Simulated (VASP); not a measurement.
Band structure of ZrB$_{2}$ (AlB2 type). Level of theory: LDA (Ceperley-Alder, Perdew-Zunger) with spin-orbit coupling, VASP's LDA PAW potentials (set 64) (plane waves; VASP 6.6.1).

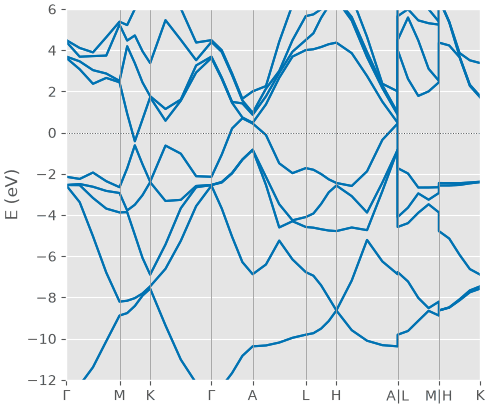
Figure. Bands along high-symmetry lines, zero at the valence-band maximum or, without a gap, the Fermi level

### Question
Read the plot: is there a gap, and where are the band edges?

### Answer
It has no gap at this level: it comes out as a metal or semimetal.

The compound is ZrB2 in the AlB2 type structure. It was relaxed first.
